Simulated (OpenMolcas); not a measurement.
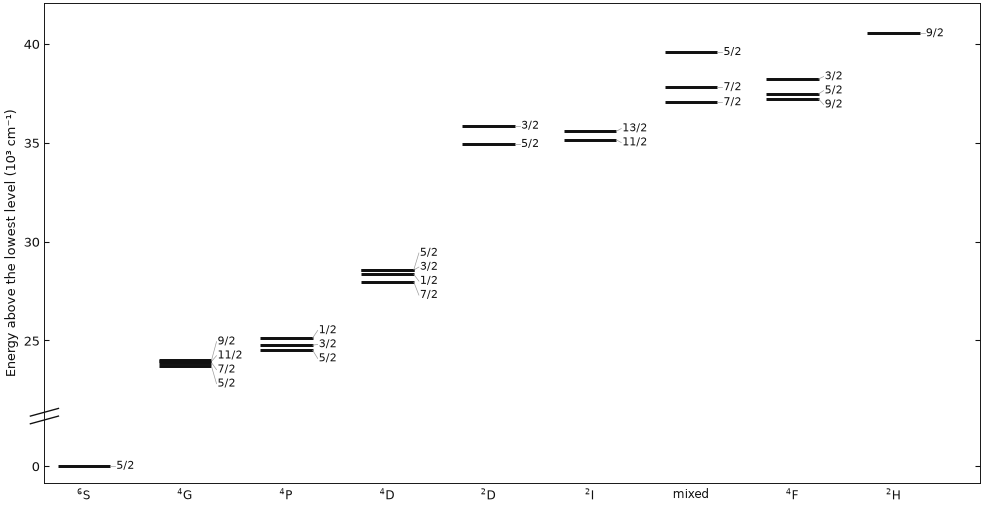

*Level diagram of Tc²⁺ (technetium, Z = 43).*

The lowest level is 4d⁵ ⁶S₅/₂. The first excited level, 4d⁵ ⁴G₅/₂, lies at 23,700 cm⁻¹. All levels drawn have even parity, so no electric dipole line joins them. The leading LS term holds 83 % of a level on average, 99 % of the ground level. The ground level has g = 2.000. Spin-orbit coupling puts the ground level 163 cm⁻¹ below the lowest spin-free term.

| Configuration | Level | E (cm⁻¹) |
| --- | --- | --- |
| 4d⁵ | ⁶S₅/₂ | 0 |
| 4d⁵ | ⁴G₅/₂ | 23,700 |
| 4d⁵ | ⁴G₇/₂ | 23,880 |
| 4d⁵ | ⁴G₁₁/₂ | 23,940 |
| 4d⁵ | ⁴G₉/₂ | 23,990 |
| 4d⁵ | ⁴P₅/₂ | 24,510 |
| 4d⁵ | ⁴P₃/₂ | 24,760 |
| 4d⁵ | ⁴P₁/₂ | 25,130 |
| 4d⁵ | ⁴D₇/₂ | 27,950 |
| 4d⁵ | ⁴D₁/₂ | 28,340 |
| 4d⁵ | ⁴D₃/₂ | 28,570 |
| 4d⁵ | ⁴D₅/₂ | 28,580 |
| 4d⁵ | ²D₅/₂ | 34,920 |
| 4d⁵ | ²I₁₁/₂ | 35,140 |
| 4d⁵ | ²I₁₃/₂ | 35,570 |
| 4d⁵ | ²D₃/₂ | 35,840 |
| 4d⁵ | J = 7/2 (even, mixed) | 37,030 |
| 4d⁵ | ⁴F₉/₂ | 37,210 |

# Multiconfigurational calculation, with input and output: Tc²⁺

System: Tc²⁺.
Method: state-averaged SS-CASPT2, IPEA shift 0.15, real shift 0.5 hartree, active space 5 electrons in the shell 4d, basis ANO-RCC-VDZP, DKH2 scalar Hamiltonian, spin-orbit coupling by RASSI with atomic mean-field integrals (OpenMolcas).

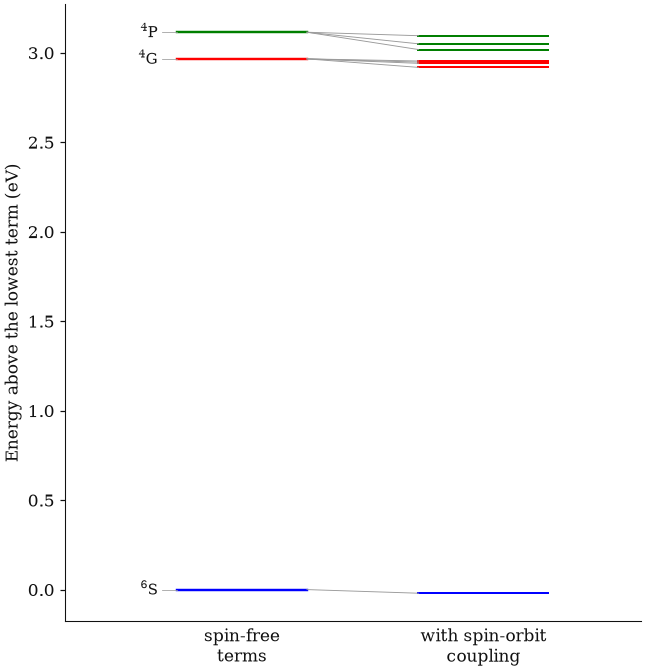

*Terms of Tc²⁺ without and with spin-orbit coupling; the J values are left off.*

⁶S (at 0) gives the one level J = 5/2; ⁴G (at 2.97 eV) splits over 0.0357 eV into J = 5/2, 7/2, 11/2, 9/2 from the bottom up (irregular); ⁴P (at 3.11 eV) splits over 0.0773 eV into J = 5/2, 3/2, 1/2 from the bottom up (inverted). The ground level lies 0.0202 eV below the lowest term.

Input and output of the run follow.

Input:
```
&GATEWAY
Coord
1

Tc 0.0 0.0 0.0
Basis=ANO-RCC-VDZP
Group=XYZ
NoMove
AngMom=0.0 0.0 0.0
AMFI
&SEWARD
&RASSCF
FileOrb=start.orb
Symmetry=1
Spin=6
nActEl=5 0 0
Inactive=9 9
Ras2=5 0
CIRoot=1 1 1
SDav=1
CIMx=300
Iter=120 100
PrWF=0.3
OrbListing=Nothing
MaxOrb=0
Atom
>>> COPY $Project.JobIph JOB001
&RASSCF
FileOrb=start.orb
Symmetry=1
Spin=4
nActEl=5 0 0
Inactive=9 9
Ras2=5 0
CIRoot=24 24 1
SDav=24
CIMx=300
Iter=120 100
PrWF=0.3
OrbListing=Nothing
MaxOrb=0
Atom
CIOnly
>>> COPY $Project.JobIph JOB002
&RASSCF
FileOrb=start.orb
Symmetry=1
Spin=2
nActEl=5 0 0
Inactive=9 9
Ras2=5 0
CIRoot=75 75 1
SDav=75
CIMx=300
Iter=120 100
PrWF=0.3
OrbListing=Nothing
MaxOrb=0
Atom
CIOnly
>>> COPY $Project.JobIph JOB003
&RASSI
NrOfJobIphs=3 1 24 52
1
1 2 3 4 5 6 7 8 9 10 11 12 13 14 15 16 17 18 19 20 21 22 23 24
1 2 3 4 5 6 7 8 9 10 11 12 13 14 15 16 17 18 19 20 21 22 23 24 25 26 27
28 29 30 31 32 33 34 35 36 37 38 39 40 41 42 43 44 45 46 47 48 49 50 51
52
IphNames
JOB001
JOB002
JOB003
EJob
SpinOrbit
DIPRint=1.0
SOCoupling=1000.0
Subsets=2
MEES
Property=10
'ANGMOM' 1 'ANGMOM' 2 'ANGMOM' 3 'MLTPL  1' 1 'MLTPL  1' 2 'MLTPL  1' 3
'AMFI' 1 'AMFI' 2 'AMFI' 3 'MLTPL  2' 6
SOProperty=3
'ANGMOM' 1 'ANGMOM' 2 'ANGMOM' 3
>>> COPY JOB001 $Project.JobIph
&CASPT2
Multistate=1 1
Frozen=9 9
IPEA=0.15
Shift=0.5
MaxIter=60
WThr=0.0 0.3 0.05
PrWF=0.5
NoMix
>>> COPY JOB002 $Project.JobIph
&CASPT2
Multistate=24 1 2 3 4 5 6 7 8 9 10 11 12 13 14 15 16 17 18 19 20 21 22
23 24
NoMult
Frozen=9 9
IPEA=0.15
Shift=0.5
MaxIter=60
WThr=0.0 0.3 0.05
PrWF=0.5
NoMix
>>> COPY JOB003 $Project.JobIph
&CASPT2
Multistate=52 1 2 3 4 5 6 7 8 9 10 11 12 13 14 15 16 17 18 19 20 21 22
23 24 25 26 27 28 29 30 31 32 33 34 35 36 37 38 39 40 41 42 43 44 45 46
47 48 49 50 51 52
NoMult
Frozen=9 9
IPEA=0.15
Shift=0.5
MaxIter=60
WThr=0.0 0.3 0.05
PrWF=0.5
NoMix
```

The file start.orb holds starting orbitals from an earlier step. A driver script formed the levels outside the program, from RASSI's spin-orbit matrix and the CASPT2 energies (for multi-state variants, the effective Hamiltonian), averaged over the components of each term or state. The log and the time are those of the CASPT2 step.

Run as:
```bash
OMP_NUM_THREADS=1 MOLCAS_MEM=2252 MOLCAS_PROJECT=a pymolcas a.inp > a.log  # once for each step of the input, in one work folder
```

Log (extracts):
```
--- CASPT2 ---
Orbital specifications:
      -----------------------

      Symmetry species                           1   2
                                                ag  au
      Frozen orbitals                            9   9
      Inactive orbitals                          0   0
      Active orbitals                            5   0
      Secondary orbitals                         7  13
      Deleted orbitals                           0   0
      Number of basis functions                 21  22
Type of calculation                        SS-CASPT2
      Fock operator                              state-specific
      IPEA shift                                 0.15
      Real shift                                 0.50
      Imaginary shift                            0.00
      The input orbitals will be transformed to quasi-canonical
Reference energy:       -4281.7521921657
      E2 (Non-variational):      -0.0471978529
      Shift correction:          -0.0066843623
      E2 (Variational):          -0.0538822153
      Total energy:           -4281.8060743809
      Residual norm:              0.0000000000
      Reference weight:           0.98681
      Contributions to the CASPT2 correlation energy
      Active & Virtual Only:         -0.0471978529
      One Inactive Excited:           0.0000000000
      Two Inactive Excited:           0.0000000000
::    CASPT2 Root  1     Total energy:  -4281.80607438
--- CASPT2 ---
Orbital specifications:
      -----------------------

      Symmetry species                           1   2
                                                ag  au
      Frozen orbitals                            9   9
      Inactive orbitals                          0   0
      Active orbitals                            5   0
      Secondary orbitals                         7  13
      Deleted orbitals                           0   0
      Number of basis functions                 21  22
Type of calculation                        SS-CASPT2
      Fock operator                              state-specific
      IPEA shift                                 0.15
      Real shift                                 0.50
      Imaginary shift                            0.00
      The input orbitals will be transformed to quasi-canonical
Reference energy:       -4281.6411236518
      E2 (Non-variational):      -0.0487963928
      Shift correction:          -0.0071449094
      E2 (Variational):          -0.0559413021
      Total energy:           -4281.6970649540
      Residual norm:              0.0000007816
      Reference weight:           0.98591
      Contributions to the CASPT2 correlation energy
      Active & Virtual Only:         -0.0487963928
      One Inactive Excited:           0.0000000000
      Two Inactive Excited:           0.0000000000
Reference energy:       -4281.6411236518
      E2 (Non-variational):      -0.0488125062
      Shift correction:          -0.0071500321
      E2 (Variational):          -0.0559625383
      Total energy:           -4281.6970861901
      Residual norm:              0.0000008009
      Reference weight:           0.98590
      Contributions to the CASPT2 correlation energy
      Active & Virtual Only:         -0.0488125062
      One Inactive Excited:           0.0000000000
      Two Inactive Excited:           0.0000000000
::    CASPT2 Root  1     Total energy:  -4281.69706495
::    CASPT2 Root  2     Total energy:  -4281.69708619
::    CASPT2 Root  3     Total energy:  -4281.69705083
::    CASPT2 Root  4     Total energy:  -4281.69714573
::    CASPT2 Root  5     Total energy:  -4281.69707964
::    CASPT2 Root  6     Total energy:  -4281.69706041
::    CASPT2 Root  7     Total energy:  -4281.69705787
::    CASPT2 Root  8     Total energy:  -4281.69709322
::    CASPT2 Root  9     Total energy:  -4281.69707753
::    CASPT2 Root 10     Total energy:  -4281.69160718
::    CASPT2 Root 11     Total energy:  -4281.69158448
::    CASPT2 Root 12     Total energy:  -4281.69162758
::    CASPT2 Root 13     Total energy:  -4281.67840526
::    CASPT2 Root 14     Total energy:  -4281.67843389
::    CASPT2 Root 15     Total energy:  -4281.67845246
::    CASPT2 Root 16     Total energy:  -4281.67841661
::    CASPT2 Root 17     Total energy:  -4281.67841337
::    CASPT2 Root 18     Total energy:  -4281.63596227
::    CASPT2 Root 19     Total energy:  -4281.63603729
::    CASPT2 Root 20     Total energy:  -4281.63636888
::    CASPT2 Root 21     Total energy:  -4281.63597408
::    CASPT2 Root 22     Total energy:  -4281.63596780
::    CASPT2 Root 23     Total energy:  -4281.63610575
::    CASPT2 Root 24     Total energy:  -4281.63621504
--- CASPT2 ---
Orbital specifications:
      -----------------------

      Symmetry species                           1   2
                                                ag  au
      Frozen orbitals                            9   9
      Inactive orbitals                          0   0
      Active orbitals                            5   0
      Secondary orbitals                         7  13
      Deleted orbitals                           0   0
      Number of basis functions                 21  22
Type of calculation                        SS-CASPT2
      Fock operator                              state-specific
      IPEA shift                                 0.15
      Real shift                                 0.50
      Imaginary shift                            0.00
      The input orbitals will be transformed to quasi-canonical
Reference energy:       -4281.5930659920
      E2 (Non-variational):      -0.0451345727
      Shift correction:          -0.0065600418
      E2 (Variational):          -0.0516946144
      Total energy:           -4281.6447606064
      Residual norm:              0.0000003035
      Reference weight:           0.98705
      Contributions to the CASPT2 correlation energy
      Active & Virtual Only:         -0.0451345727
      One Inactive Excited:           0.0000000000
      Two Inactive Excited:           0.0000000000
Reference energy:       -4281.5930659920
      E2 (Non-variational):      -0.0450765371
      Shift correction:          -0.0065424760
      E2 (Variational):          -0.0516190131
      Total energy:           -4281.6446850051
      Residual norm:              0.0000002640
      Reference weight:           0.98708
      Contributions to the CASPT2 correlation energy
      Active & Virtual Only:         -0.0450765371
      One Inactive Excited:           0.0000000000
      Two Inactive Excited:           0.0000000000
::    CASPT2 Root  1     Total energy:  -4281.64476061
::    CASPT2 Root  2     Total energy:  -4281.64468501
::    CASPT2 Root  3     Total energy:  -4281.64474871
::    CASPT2 Root  4     Total energy:  -4281.64469992
::    CASPT2 Root  5     Total energy:  -4281.64469352
::    CASPT2 Root  6     Total energy:  -4281.64475002
::    CASPT2 Root  7     Total energy:  -4281.64474027
::    CASPT2 Root  8     Total energy:  -4281.64482209
::    CASPT2 Root  9     Total energy:  -4281.64475347
::    CASPT2 Root 10     Total energy:  -4281.64470135
::    CASPT2 Root 11     Total energy:  -4281.64480690
::    CASPT2 Root 12     Total energy:  -4281.64475045
::    CASPT2 Root 13     Total energy:  -4281.64470323
::    CASPT2 Root 14     Total energy:  -4281.64067082
::    CASPT2 Root 15     Total energy:  -4281.64067577
::    CASPT2 Root 16     Total energy:  -4281.64069030
::    CASPT2 Root 17     Total energy:  -4281.64076040
::    CASPT2 Root 18     Total energy:  -4281.64072142
::    CASPT2 Root 19     Total energy:  -4281.63666598
::    CASPT2 Root 20     Total energy:  -4281.63675702
::    CASPT2 Root 21     Total energy:  -4281.63657061
::    CASPT2 Root 22     Total energy:  -4281.63655570
::    CASPT2 Root 23     Total energy:  -4281.63660331
::    CASPT2 Root 24     Total energy:  -4281.63659705
::    CASPT2 Root 25     Total energy:  -4281.63664452
::    CASPT2 Root 26     Total energy:  -4281.61947353
::    CASPT2 Root 27     Total energy:  -4281.61942494
::    CASPT2 Root 28     Total energy:  -4281.61945496
::    CASPT2 Root 29     Total energy:  -4281.61940367
::    CASPT2 Root 30     Total energy:  -4281.61957023
```

Results in brief:

- outcome: converged
- lowest level: 4d⁵ ⁶S₅/₂
- first excited level: 4d⁵ ⁴G₅/₂, 23,702 cm⁻¹
- energy of the lowest spin-free term: −4281.80607 hartree
- energy of the lowest spin-orbit level: −4281.80682 hartree
- CASPT2 correlation energy: −0.0539 hartree
- largest spread among components of a term: 89.2 cm⁻¹
- lowest reference weight: 0.982
- hardware: 1 thread of Intel Xeon @ 2.50GHz (Skylake/Cascade Lake), 176 GiB of memory available, shared host
- wall time: 3.8 s

Notes:

The components of ⁴F, which symmetry makes degenerate, are split by 89 cm⁻¹ in CASPT2, and those of 2 more by over 50 cm⁻¹. This is an artefact; the levels of such states rest on averages and are uncertain by about as much. Limits: only configurations of the active space are included; spin-free states above about 52,000 cm⁻¹ are left out of the spin-orbit step.
